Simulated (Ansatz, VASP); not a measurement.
**MnS: VASP beside Ansatz**

Aim: how closely do two programs agree when they are given the same cell, functional and k mesh? The cell comes out of the VASP series on this material, whose earlier steps may have relaxed, scaled or displaced it; both programs get it as it stands.

Calculated with Ansatz 0.2.0; plane waves, with VASP 6.6.1 beside it; band structure at revPBE and single point at revPBE.

### 1. Starting point

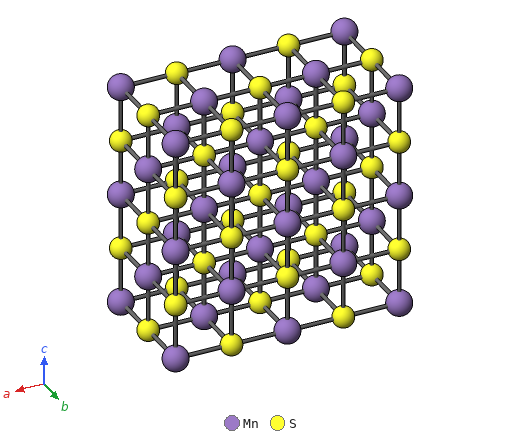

The cell as given, from a free direction (manganese light purple, sulfur yellow). 2×1×2 cells are drawn. This picture shows the conventional cell, with its axes. Some periodic images of atoms are drawn too.

Structure file:

```cif
data_structure
_symmetry_space_group_name_H-M 'Fm-3m'
_symmetry_Int_Tables_number 225
_cell_length_a 5.1716
_cell_length_b 5.1716
_cell_length_c 5.1716
_cell_angle_alpha 90.000
_cell_angle_beta 90.000
_cell_angle_gamma 90.000
_cell_volume 138.31
loop_
_atom_site_label
_atom_site_type_symbol
_atom_site_symmetry_multiplicity
_atom_site_Wyckoff_symbol
_atom_site_fract_x
_atom_site_fract_y
_atom_site_fract_z
_atom_site_occupancy
Mn1 Mn 4 a 0.00000 0.00000 0.00000 1
S1 S 4 b 0.50000 0.00000 0.00000 1
```

### 2. VASP: band structure, revPBE

The same path points are solved in both programs, so levels can be compared one by one.

Lines of VASP's logs that name or quote its potential files are left out, and so is its time.

INCAR

```
SYSTEM = MnS
PREC = Accurate
ENCUT = 400
EDIFF = 1E-06
NELM = 100
ISMEAR = 0
SIGMA = 0.05
LREAL = .FALSE.
ALGO = Normal
GGA = RE
ISPIN = 2
MAGMOM = 4.242 0.093
LMAXMIX = 4
LORBIT = 11
LWAVE = .FALSE.
LCHARG = .FALSE.
```

POSCAR

```
MnS
1.0
    0.0000000000      2.5857884300      2.5857884300
    2.5857884300      0.0000000000      2.5857884300
    2.5857884300      2.5857884300      0.0000000000
Mn S
1 1
Direct
    0.0000000000      0.0000000000      0.0000000000
    0.5000000000      0.5000000000      0.5000000000
```

KPOINTS

```
Automatic mesh
0
Gamma
8 8 8
0 0 0
```

KPOINTS_OPT

```
Line mode
16
Line-mode
Reciprocal
  0.00000000   0.00000000   0.00000000 GAMMA
  0.50000000   0.00000000   0.50000000 X

  0.50000000   0.00000000   0.50000000 X
  0.50000000   0.25000000   0.75000000 W

  0.50000000   0.25000000   0.75000000 W
  0.37500000   0.37500000   0.75000000 K

  0.37500000   0.37500000   0.75000000 K
  0.00000000   0.00000000   0.00000000 GAMMA

  0.00000000   0.00000000   0.00000000 GAMMA
  0.50000000   0.50000000   0.50000000 L

  0.50000000   0.50000000   0.50000000 L
  0.62500000   0.25000000   0.62500000 U

  0.62500000   0.25000000   0.62500000 U
  0.50000000   0.25000000   0.75000000 W

  0.50000000   0.25000000   0.75000000 W
  0.50000000   0.50000000   0.50000000 L

  0.50000000   0.50000000   0.50000000 L
  0.37500000   0.37500000   0.75000000 K

  0.62500000   0.25000000   0.62500000 U
  0.50000000   0.00000000   0.50000000 X
```

PAW data sets: Mn_pv and S (PBE family, release 64).

The run is started by

```bash
mpirun -np 1 vasp_std
```

Numbers of over 12 decimals in the logs are rounded to 6 here.

What it wrote:

```text
[banner, memory and clock lines left out]
running    1 mpi-ranks, on    1 nodes
 distrk:  each k-point on    1 cores,    1 groups
 distr:  one band on    1 cores,    1 groups

 POSCAR found type information on POSCAR MnS
 POSCAR found :  2 types and       2 ions
|                                                                             |
|               ----> ADVICE to this user running VASP <----                  |
|                                                                             |
|     You enforced a specific xc type in the INCAR file but a different       |
|     [... a line on the potential file left out ...]
|     I HOPE YOU KNOW WHAT YOU ARE DOING!                                     |
|                                                                             |

 LDA part: xc-table for (Slater+PW92), standard interpolation
 POSCAR, INCAR and KPOINTS ok, starting setup
 FFT: planning ... GRIDC
 FFT: planning ... GRID_SOFT
 FFT: planning ... GRID
 WAVECAR not read
 entering main loop
       N       E                     dE             d eps       ncg     rms          rms(c)
DAV:   1     0.119994490165E+03    0.11999E+03   -0.95106E+03  1820   0.109E+03
DAV:   2    -0.932533153772E+01   -0.12932E+03   -0.12418E+03  1915   0.304E+02
DAV:   3    -0.145690666449E+02   -0.52437E+01   -0.52150E+01  2104   0.692E+01
DAV:   4    -0.146322653877E+02   -0.63199E-01   -0.63191E-01  2055   0.783E+00
DAV:   5    -0.146335229922E+02   -0.12576E-02   -0.12576E-02  2244   0.112E+00    0.119E+01
DAV:   6    -0.135362287832E+02    0.10973E+01   -0.78727E+00  1832   0.350E+01    0.109E+01
DAV:   7    -0.135350685547E+02    0.11602E-02   -0.80862E-01  1792   0.127E+01    0.636E+00
DAV:   8    -0.135436927102E+02   -0.86242E-02   -0.51871E-02  2048   0.237E+00    0.327E+00
DAV:   9    -0.135402336773E+02    0.34590E-02   -0.10528E-02  1908   0.135E+00    0.245E-01
DAV:  10    -0.135407718254E+02   -0.53815E-03   -0.21935E-03  2007   0.418E-01    0.140E-01
DAV:  11    -0.135408342669E+02   -0.62442E-04   -0.16746E-04  1938   0.139E-01    0.969E-02
DAV:  12    -0.135408726604E+02   -0.38394E-04   -0.64139E-05  1950   0.622E-02    0.687E-02
DAV:  13    -0.135408828998E+02   -0.10239E-04   -0.13857E-05  2124   0.353E-02    0.308E-02
DAV:  14    -0.135408836483E+02   -0.74846E-06   -0.11287E-05  1831   0.390E-02    0.806E-03
DAV:  15    -0.135408849991E+02   -0.13508E-05   -0.11022E-06  1496   0.795E-03    0.185E-03
DAV:  16    -0.135408849869E+02    0.12147E-07   -0.53998E-08   975   0.199E-03
   1 F= -.13540885E+02 E0= -.13540528E+02  d E =-.713511E-03  mag=     4.6734
 Start KPOINTS_OPT (optional k-point list driver)
k-point batch [1-29\160]
       N       E                     dE             ncg
DAV:   1    -0.280990539408E+04   -0.16677E+05     1843
DAV:   2    -0.624108615193E+04   -0.34312E+04     1922
DAV:   3    -0.636451794970E+04   -0.12343E+03     2160
DAV:   4    -0.636601244924E+04   -0.14945E+01     2293
DAV:   5    -0.636604528715E+04   -0.32838E-01     2189
DAV:   6    -0.636604631541E+04   -0.10283E-02     2293
DAV:   7    -0.636604635508E+04   -0.39672E-04     2215
DAV:   8    -0.636604635657E+04   -0.14860E-05     1815
DAV:   9    -0.636604635679E+04   -0.22303E-06     1591
[...]
k-point batch [146-160\160]
       N       E                     dE             ncg
DAV:   1     0.684970866182E+04   -0.11286E+05      948
DAV:   2     0.511851528192E+04   -0.17312E+04      970
DAV:   3     0.505254979154E+04   -0.65965E+02     1215
DAV:   4     0.505179448636E+04   -0.75531E+00     1124
DAV:   5     0.505177938983E+04   -0.15097E-01     1188
DAV:   6     0.505177896491E+04   -0.42492E-03     1180
DAV:   7     0.505177894953E+04   -0.15383E-04     1159
DAV:   8     0.505177894901E+04   -0.51560E-06      919
```

From OUTCAR (step 2):

```text
ion  position               nearest neighbor table
   1  0.000  0.000  0.000-   2 2.59   2 2.59   2 2.59   2 2.59   2 2.59   2 2.59
   2  0.500  0.500  0.500-   1 2.59   1 2.59   1 2.59   1 2.59   1 2.59   1 2.59

  LATTYP: Found a face centered cubic cell.
 ALAT       =     5.1715768600

 Subroutine GETGRP returns: Found 48 space group operations
 (whereof 48 operations were pure point group operations)

The static configuration has the point symmetry O_h .

 Found     29 irreducible k-points:

   k-points           NKPTS =     29   k-points in BZ     NKDIM =     29   number of bands    NBANDS=     15

   dimension x,y,z NGX =    24 NGY =   24 NGZ =   24
   dimension x,y,z NGXF=    48 NGYF=   48 NGZF=   48

   ENCUT  =  400.0 eV  29.40 Ry    5.42 a.u.   5.96  5.96  5.96*2*pi/ulx,y,z

   NELECT =      19.0000    total number of electrons

 k-points in reciprocal lattice and weights: Automatic mesh
   0.00000000  0.00000000  0.00000000       0.002
   0.12500000  0.00000000  0.00000000       0.016
   0.25000000  0.00000000  0.00000000       0.016
   0.37500000  0.00000000  0.00000000       0.016
   0.50000000  0.00000000  0.00000000       0.008
   0.12500000  0.12500000  0.00000000       0.012
   0.25000000  0.12500000  0.00000000       0.047
   0.37500000  0.12500000  0.00000000       0.047
   0.50000000  0.12500000  0.00000000       0.047
[...]
-0.37500000  0.50000000  0.12500000       0.023
  -0.25000000  0.50000000  0.25000000       0.012

 average (electrostatic) potential at core
       1 -68.3792       2 -85.1117

 E-fermi :   7.0475

 spin component 1
 k-point     1 :       0.0000    0.0000    0.0000
  band No.  band energies     occupation
    ...
      8       3.6444      1.00000
      9       3.6444      1.00000
     10       5.0617      1.00000
     11       5.0617      1.00000
     12       5.0617      1.00000
     13       8.8909      0.00000
     14      15.5825      0.00000
     15      15.5825      0.00000

 k-point     2 :       0.1250    0.0000    0.0000
  band No.  band energies     occupation
    ...
      8       3.6361      1.00000
      9       3.6361      1.00000
     10       4.5175      1.00000
     11       5.5750      1.00000
     12       5.5750      1.00000
     13       9.8081      0.00000
     14      14.4891      0.00000
     15      15.4526      0.00000

 k-point     3 :       0.2500    0.0000    0.0000
  band No.  band energies     occupation
    ...
      8       3.8151      1.00000
      9       3.8151      1.00000
     10       4.3209      1.00000
     11       6.4133      1.00000
     12       6.4133      1.00000
     13      10.6654      0.00000
     14      14.0194      0.00000
     15      14.1860      0.00000

 k-point     4 :       0.3750    0.0000    0.0000
  band No.  band energies     occupation
    ...
      6       2.1518      1.00000
      7       2.1518      1.00000
      8       4.0066      1.00000
      9       4.0066      1.00000
     10       4.4128      1.00000
     11       7.1169      0.02482
     12       7.1169      0.02482
     13      10.1752      0.00000
     14      12.8916      0.00000
     15      12.8916      0.00000

 k-point     5 :       0.5000    0.0000    0.0000
  band No.  band energies     occupation
    ...
      6       2.0025      1.00000
      7       2.0025      1.00000
      8       4.0894      1.00000
      9       4.0895      1.00000
     10       4.4808      1.00000
     11       7.4120      0.00000
     12       7.4120      0.00000
     13       9.8321      0.00000
     14      12.3734      0.00000
     15      12.3734      0.00000

 k-point     6 :       0.1250    0.1250    0.0000
  band No.  band energies     occupation
    ...
      8       3.4696      1.00000
      9       3.6818      1.00000
     10       5.1135      1.00000
     11       5.1135      1.00000
     12       5.2595      1.00000
     13      10.2344      0.00000
     14      14.4529      0.00000
     15      15.1134      0.00000

  Total       -0.0128206     -0.0128206     -0.0128206      0.0000000     -0.0000000     -0.0000000
  in kB       -0.5940300     -0.5940300     -0.5940300      0.0000000     -0.0000000     -0.0000000
  external PRESSURE =      -0.5940300 kB  Pullay stress =       0.0000000 kB

  energy-cutoff  :      400.00
  volume of cell :       34.58
      direct lattice vectors                 reciprocal lattice vectors
     0.000000000  2.585788430  2.585788430    -0.193364621  0.193364621  0.193364621
     2.585788430  0.000000000  2.585788430     0.193364621 -0.193364621  0.193364621
     2.585788430  2.585788430  0.000000000     0.193364621  0.193364621 -0.193364621

 POSITION                                       TOTAL-FORCE (eV/Angst)
 -----------------------------------------------------------------------------------
      0.00000      0.00000      0.00000         0.000000     -0.000000     -0.000000
      2.58579      2.58579      2.58579        -0.000000      0.000000      0.000000
 -----------------------------------------------------------------------------------
    total drift:                                0.000000     -0.000000     -0.000000

  FREE ENERGIE OF THE ION-ELECTRON SYSTEM (eV)
  ---------------------------------------------------
  free  energy   TOTEN  =       -13.5408849869 eV

  energy  without entropy=      -13.5401714758  energy(sigma->0) =      -13.54052823

 total charge
# of ion       s       p       d       tot
------------------------------------------
    1        0.215   6.168   4.931  11.314
    2        1.330   2.416   0.000   3.745
--------------------------------------------------
tot          1.544   8.584   4.931  15.059

 magnetization (x)
# of ion       s       p       d       tot
------------------------------------------
    1        0.052   0.041   4.149   4.242
    2        0.026   0.066   0.000   0.093
--------------------------------------------------
tot          0.078   0.107   4.149   4.334

[... 6 further parts left out ...]
```

The run ends at a pressure of -0.06 GPa.

(Part 1 of 2 ends here.)

[Lines on the potential files, build, host, timing and source positions are cut from VASP's logs without a mark.]

[Logs are printed without paths, hosts, clocks, repeated set-up lines and the standing remarks that a program may print on its own settings, such as how far it seeks lower states.]

[Hosts, paths, dates, database ids (printed as entryN), source tags and the programs' standing remarks are cut or masked in the printed files.]
